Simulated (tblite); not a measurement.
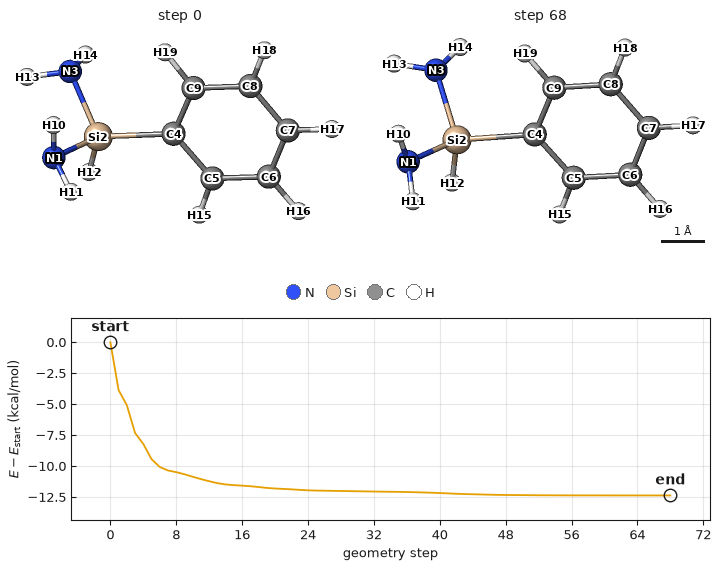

First and last geometry of a relaxation of C$_{6}$H$_{10}$N$_{2}$Si, with the history of the run. A ball-and-stick model, seen at a tilt.

Computed with GFN2-xTB geometry optimisation, gas phase (tblite). 

Q: What do the curves and the structures tell?

A: It converged. H11 moves most after the best rigid fit: 0.47 Å. Largest moves by element: H 0.47 Å, N 0.17 Å, Si 0.12 Å, C 0.09 Å. Some distances before and after: Si2–N3 1.665 → 1.726 Å, N1–Si2 1.685 → 1.729 Å, Si2–C4 1.856 → 1.893 Å, C8–C9 1.403 → 1.383 Å. Among the angles between lasting bonds that change: Si2–N3–H13 106.9° → 117.1°, Si2–N3–H14 108.8° → 117.9°, Si2–N1–H11 109.6° → 117.9°. The energy falls by 12.4 kcal/mol in 68 geometry steps.
